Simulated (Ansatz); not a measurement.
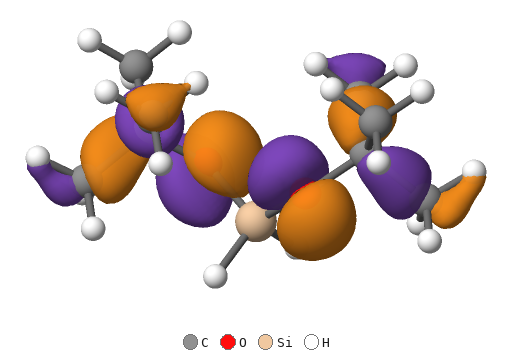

Figure 1: C8H20O2Si (SMILES CC(C)(C)O[SiH2]OC(C)(C)C). The HOMO at ±0.1 Å⁻³ᐟ² (orange and purple are the two phases), seen at a tilt.

Geometry: PBE0-D4/def2-TZVP.

The calculation used Ansatz, RKS PBE0-D4/def2-TZVPP.

The calculation's input:

```
crystal:
  periodic: [false, false, false]
  atoms:
    - {symbol: C, position_ang: [-3.258328, 0.718800, -1.106300]}
    - {symbol: C, position_ang: [-1.925541, -0.009915, -1.192864]}
    - {symbol: C, position_ang: [-2.086527, -1.333538, -1.920255]}
    - {symbol: C, position_ang: [-0.885150, 0.855714, -1.889429]}
    - {symbol: O, position_ang: [-1.502849, -0.341462, 0.132589]}
    - {symbol: Si, position_ang: [-0.765606, 0.582241, 1.259936]}
    - {symbol: O, position_ang: [0.820378, 0.856541, 0.982513]}
    - {symbol: C, position_ang: [1.945198, -0.011040, 1.148177]}
    - {symbol: C, position_ang: [2.340127, -0.013454, 2.617480]}
    - {symbol: C, position_ang: [3.055205, 0.581539, 0.297472]}
    - {symbol: C, position_ang: [1.612215, -1.420621, 0.680048]}
    - {symbol: H, position_ang: [-3.989113, 0.103143, -0.578232]}
    - {symbol: H, position_ang: [-3.148419, 1.662816, -0.567837]}
    - {symbol: H, position_ang: [-3.645053, 0.938599, -2.104123]}
    - {symbol: H, position_ang: [-2.438274, -1.174550, -2.942108]}
    - {symbol: H, position_ang: [-1.132092, -1.862602, -1.958985]}
    - {symbol: H, position_ang: [-2.807057, -1.964700, -1.396817]}
    - {symbol: H, position_ang: [-0.744581, 1.804944, -1.366120]}
    - {symbol: H, position_ang: [0.078466, 0.344669, -1.930032]}
    - {symbol: H, position_ang: [-1.201710, 1.078738, -2.910824]}
    - {symbol: H, position_ang: [-1.358627, 1.941410, 1.317584]}
    - {symbol: H, position_ang: [-0.971955, -0.165333, 2.525207]}
    - {symbol: H, position_ang: [1.535844, -0.422611, 3.233044]}
    - {symbol: H, position_ang: [2.547153, 1.004913, 2.952147]}
    - {symbol: H, position_ang: [3.234233, -0.620540, 2.777293]}
    - {symbol: H, position_ang: [2.757246, 0.601907, -0.752846]}
    - {symbol: H, position_ang: [3.265385, 1.604906, 0.613801]}
    - {symbol: H, position_ang: [3.970530, -0.007612, 0.388397]}
    - {symbol: H, position_ang: [1.304140, -1.417652, -0.367059]}
    - {symbol: H, position_ang: [0.801504, -1.853569, 1.271630]}
    - {symbol: H, position_ang: [2.485558, -2.068779, 0.781814]}
basis:
  gaussian: {orbitals: def2-TZVPP}
hamiltonian: {xc: pbe0, dispersion: d4}
output: {orbitals: {seedname: orbitals}}
```

Launched as:

```sh
ansatz run in.yaml --threads 11 --pin off --events-out ev --progress --plain --max-ram 174080MiB --backend cuda --devices 0, --max-vram 75GiB
```

### Describe this orbital and give its energy.

It lies mainly on O7 (about 25 %) and O5 (about 25 %). Its energy is −7.92 eV.
